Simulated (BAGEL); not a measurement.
# A workflow on CH5NSi (SMILES C[Si]N)

We compute the energy (HF/6-31G*), then a single-point energy (NEVPT2(2,2)/6-31G*), then the energy (CASPT2(2,2)/6-31G*) of CH5NSi. 

Program for the calculation: BAGEL 1.2.2.

1 further run of the same task is left out (set aside as unsound or not needed).

### Step 1. Starting point

CH5NSi: 8 atoms, total charge 0, spin state singlet. SMILES: `C[Si]N`. The C1–H5 distance was set to 3.063 Å, away from the relaxed value. At this shape a bond of the SMILES string is far longer than usual.

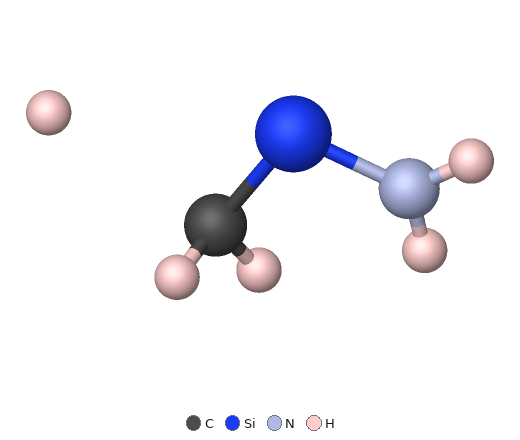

The structure, seen from a chosen angle (carbon dark grey, silicon blue, nitrogen light blue, hydrogen pink).

### Step 2. The energy at HF/6-31G(d) (density fitting with svp-jkfit, spherical functions) (run 1)

input.json reads:

```json
{ "bagel" : [

{
  "title" : "molecule",
  "basis" : "6-31gs.json",
  "df_basis" : "svp-jkfit",
  "angstrom" : "true",
  "geometry" : [
    { "atom" : "C", "xyz" : [   -0.835503,   -0.540981,    0.855522 ] },
    { "atom" : "Si", "xyz" : [    0.788297,   -0.711881,    1.835322 ] },
    { "atom" : "N", "xyz" : [    0.756697,   -2.400081,    2.098322 ] },
    { "atom" : "H", "xyz" : [   -1.201903,   -1.467481,    0.403322 ] },
    { "atom" : "H", "xyz" : [   -0.562500,    1.583400,   -1.334100 ] },
    { "atom" : "H", "xyz" : [   -1.606903,   -0.170681,    1.543522 ] },
    { "atom" : "H", "xyz" : [    1.475697,   -2.867581,    2.627722 ] },
    { "atom" : "H", "xyz" : [    0.049697,   -3.041381,    1.767922 ] }
  ]
},
{
  "title" : "hf"
},
{
  "title" : "print",
  "file" : "orbitals.molden",
  "orbitals" : "true"
}

]}
```

The basis set 6-31G* is read from a file made from the Basis Set Exchange's data (not shown).

Launch:

```
$ BAGEL_NUM_THREADS=1 BAGEL input.json > input.out
```

Output:

```text
* using 1 threads per process

  ===============================================================
  ===============================================================

  *** Geometry ***

  { "atom" : "C", "xyz" : [     -1.578872,     -1.022306,      1.616702 ] },
  { "atom" : "Si", "xyz" : [      1.489665,     -1.345260,      3.468256 ] },
  { "atom" : "N", "xyz" : [      1.429950,     -4.535496,      3.965254 ] },
  { "atom" : "H", "xyz" : [     -2.271267,     -2.773137,      0.762168 ] },
  { "atom" : "H", "xyz" : [     -1.062971,      2.992192,     -2.521084 ] },
  { "atom" : "H", "xyz" : [     -3.036607,     -0.322540,      2.916834 ] },
  { "atom" : "H", "xyz" : [      2.788663,     -5.418943,      4.965675 ] },
  { "atom" : "H", "xyz" : [      0.093914,     -5.747377,      3.340888 ] },

  Number of auxiliary basis functions:      370

  Since a DF basis is specified, we compute 2- and 3-index integrals:
    o Being stored without compression. Storage requirement is 0.009 GB

  Number of basis functions:       56
  Number of electrons      :       32

    * METHOD: MOLECULE                             0.11

  *** RHF ***

  === Nuclear Repulsion ===
    96.6244097158

      * DIIS with orbital gradients will be used.

  === RHF iteration (6-31gs.json) ===
      0       -383.53574199          0.02961306           0.02
      1       -383.60295704          0.02797403           0.02
      2       -383.84983730          0.00341117           0.02
      3       -383.85466872          0.00282182           0.02
      4       -383.85746491          0.00056255           0.02
      5       -383.85788621          0.00030053           0.02
      6       -383.85804880          0.00014526           0.02
      7       -383.85808461          0.00007077           0.02
      8       -383.85809210          0.00003582           0.02
      9       -383.85809302          0.00000870           0.02
     10       -383.85809309          0.00000326           0.02
     11       -383.85809310          0.00000207           0.02
     12       -383.85809310          0.00000054           0.02
     13       -383.85809310          0.00000021           0.02
     14       -383.85809310          0.00000011           0.02
     15       -383.85809310          0.00000007           0.02
     16       -383.85809310          0.00000004           0.02
     17       -383.85809310          0.00000001           0.02
     18       -383.85809310          0.00000001           0.02
    * SCF iteration converged.

    * Permanent dipole moment:
           (    0.375311,     1.741526,    -0.901637) a.u.

    * METHOD: HF                                   0.51

    * METHOD: PRINT                                0.01

  ===============================================================
```

It took 0.8 s on 1 thread of Arm Neoverse V2, shared host; peak memory 0.14 GiB.

### Step 3. A single-point energy at NEVPT2(2,2)/6-31G(d) (density fitting with svp-jkfit, spherical functions) (run 2)

input.json reads:

```json
{ "bagel" : [

{
  "title" : "molecule",
  "basis" : "6-31gs.json",
  "df_basis" : "svp-jkfit",
  "angstrom" : true,
  "geometry" : [
    { "atom" : "C", "xyz" : [      -0.835503,      -0.540981,       0.855522 ] },
    { "atom" : "Si", "xyz" : [       0.788297,      -0.711881,       1.835322 ] },
    { "atom" : "N", "xyz" : [       0.756697,      -2.400081,       2.098322 ] },
    { "atom" : "H", "xyz" : [      -1.201903,      -1.467481,       0.403322 ] },
    { "atom" : "H", "xyz" : [      -0.562500,       1.583400,      -1.334100 ] },
    { "atom" : "H", "xyz" : [      -1.606903,      -0.170681,       1.543522 ] },
    { "atom" : "H", "xyz" : [       1.475697,      -2.867581,       2.627722 ] },
    { "atom" : "H", "xyz" : [       0.049697,      -3.041381,       1.767922 ] }
  ]
},

{ "title" : "hf" },

{
  "title" : "nevpt2",
  "nstate" : 1,
  "nact" : 2,
  "nclosed" : 15,
  "nspin" : 0,
  "active" : [16, 17],
  "maxiter" : 200,
  "natocc" : true,
  "ncore" : 7
},

{ "title" : "print", "file" : "orbitals.molden", "orbitals" : true }

]}
```

The basis set 6-31G* is read from a file made from the Basis Set Exchange's data (not shown).

Launch:

```
$ BAGEL_NUM_THREADS=1 BAGEL input.json > input.out
```

Output:

```text
* using 1 threads per process

  ===============================================================
  ===============================================================

  *** Geometry ***

  { "atom" : "C", "xyz" : [     -1.578872,     -1.022306,      1.616702 ] },
  { "atom" : "Si", "xyz" : [      1.489665,     -1.345260,      3.468256 ] },
  { "atom" : "N", "xyz" : [      1.429950,     -4.535496,      3.965254 ] },
[... 4 lines of this table left out ...]
  { "atom" : "H", "xyz" : [      0.093914,     -5.747377,      3.340888 ] },

  Number of auxiliary basis functions:      370

  Since a DF basis is specified, we compute 2- and 3-index integrals:
    o Being stored without compression. Storage requirement is 0.009 GB

[... 18 lines left out ...]
    * SCF iteration converged.
[... 1 line left out ...]
    * Permanent dipole moment:
[... 28 lines left out ...]
    * Second-order optimization converged. *

     guess   0:   closed 1.                   open ..

  === FCI iteration ===

      0  0      -383.83798928     1.01e-01      0.00
      1  0      -383.98802730     1.59e-02      0.00
      2  0 *    -383.99059599     6.38e-16      0.00

     * ci vector, state   0, <S^2> = 0.0000
       2.     0.7955999931
       .2    -0.6058222932

  === DF-NEVPT2 calculation ===

    * 3-index integral transformation done
    * assembly done

      NEVPT2 correlation energy:   -0.3431699683      0.04

          (+0)     -0.3019574805
          (+0)'    -0.0064542442
          (+1)     -0.0068559573
          (+1)'    -0.0000000000
          (+2)     -0.0000582567
          (-1)     -0.0277903916
          (-1)'     0.0000000000
          (-2)     -0.0000536381

      NEVPT2 total energy:       -384.3337659566

    * METHOD: NEVPT2                               1.16

    * METHOD: PRINT                                0.01

  ===============================================================
```

It took 1.9 s on 1 thread of Arm Neoverse V2, shared host; peak memory 0.14 GiB.

### Step 4. The energy at CASPT2(2,2)/6-31G(d) (density fitting with svp-jkfit, spherical functions) (run 3)

input.json reads:

```json
{ "bagel": [

{
  "title": "molecule",
  "basis": "6-31gs.json",
  "df_basis": "svp-jkfit",
  "angstrom": "true",
  "geometry": [
    { "atom": "C", "xyz": [   -0.835503,   -0.540981,    0.855522 ] },
    { "atom": "Si", "xyz": [    0.788297,   -0.711881,    1.835322 ] },
    { "atom": "N", "xyz": [    0.756697,   -2.400081,    2.098322 ] },
    { "atom": "H", "xyz": [   -1.201903,   -1.467481,    0.403322 ] },
    { "atom": "H", "xyz": [   -0.562500,    1.583400,   -1.334100 ] },
    { "atom": "H", "xyz": [   -1.606903,   -0.170681,    1.543522 ] },
    { "atom": "H", "xyz": [    1.475697,   -2.867581,    2.627722 ] },
    { "atom": "H", "xyz": [    0.049697,   -3.041381,    1.767922 ] }
  ]
},
{
  "title": "hf"
},
{
  "title": "casscf",
  "nstate": 1,
  "nact": 2,
  "nclosed": 15,
  "active": [16, 17],
  "maxiter": 200,
  "natocc": "true"
},
{
  "title": "print",
  "file": "orbitals.molden",
  "orbitals": "true"
},
{
  "title": "smith",
  "method": "caspt2",
  "ms": "true",
  "xms": "true",
  "sssr": "true",
  "shift": 0.2,
  "shift_imag": "true",
  "ncore": 7
}

]}
```

The basis set 6-31G* is read from a file made from the Basis Set Exchange's data (not shown).

Launch:

```
$ BAGEL_NUM_THREADS=1 BAGEL input.json > input.out
```

Output:

```text
* using 1 threads per process

  ===============================================================
  ===============================================================

  *** Geometry ***

  { "atom" : "C", "xyz" : [     -1.578872,     -1.022306,      1.616702 ] },
  { "atom" : "Si", "xyz" : [      1.489665,     -1.345260,      3.468256 ] },
  { "atom" : "N", "xyz" : [      1.429950,     -4.535496,      3.965254 ] },
[... 4 lines of this table left out ...]
  { "atom" : "H", "xyz" : [      0.093914,     -5.747377,      3.340888 ] },

  Number of auxiliary basis functions:      370

  Since a DF basis is specified, we compute 2- and 3-index integrals:
    o Being stored without compression. Storage requirement is 0.009 GB

[... 18 lines left out ...]
    * SCF iteration converged.
[... 1 line left out ...]
    * Permanent dipole moment:
[... 27 lines left out ...]
    * Second-order optimization converged. *
[... 9 lines left out ...]
     * ci vector, state   0, <S^2> = 0.0000
[... 16 lines left out ...]
    * Zeroth order energy : state  0       -0.3335136735
[... 4 lines left out ...]
       #      aibj      arbs      arbi      airj      risj      airs      arst      rist         Etot      error   time
[... 2 lines left out ...]
       0  -0.30012  -0.00007  -0.03055  -0.00773  -0.00010  -0.00661  -0.00000  -0.00000   -0.3451831  0.0005922   0.02
       1  -0.30013  -0.00007  -0.03058  -0.00774  -0.00010  -0.00666  -0.00000  -0.00000   -0.3452825  0.0000593   0.02
       2  -0.30013  -0.00007  -0.03058  -0.00774  -0.00010  -0.00666  -0.00000  -0.00000   -0.3452837  0.0000057   0.02
       3  -0.30013  -0.00007  -0.03058  -0.00774  -0.00010  -0.00666  -0.00000  -0.00000   -0.3452837  0.0000008   0.02

      ------------------------------------------------------------------------------------------------------------------

    * CASPT2 energy : state  0     -384.3383495219
        w/o shift correction       -384.3358796537
        reference weight              0.8845547828

    * METHOD: SMITH                                0.14

  ===============================================================
```

It took 2 s on 1 thread of Arm Neoverse V2, shared host; peak memory 0.14 GiB.

### Step 5. What came out

| quantity | value |
| --- | --- |
| run 1, HF/6-31G*: total energy | -383.85809 Eh |
| run 1, HF/6-31G*: dipole moment | 5.08 D |
| run 1, HF/6-31G*: HOMO energy | -7.48 eV |
| run 1, HF/6-31G*: LUMO energy | -1.04 eV |
| run 1, HF/6-31G*: HOMO–LUMO gap | 6.44 eV |
| run 2, NEVPT2(2,2)/6-31G*: total energy | -384.33377 Eh |
| run 3, CASPT2(2,2)/6-31G*: total energy | -384.33835 Eh |

One bond (run 1, HF/6-31G*) is far stretched, which a spin-restricted single reference describes badly; a broken-symmetry solution may lie lower.
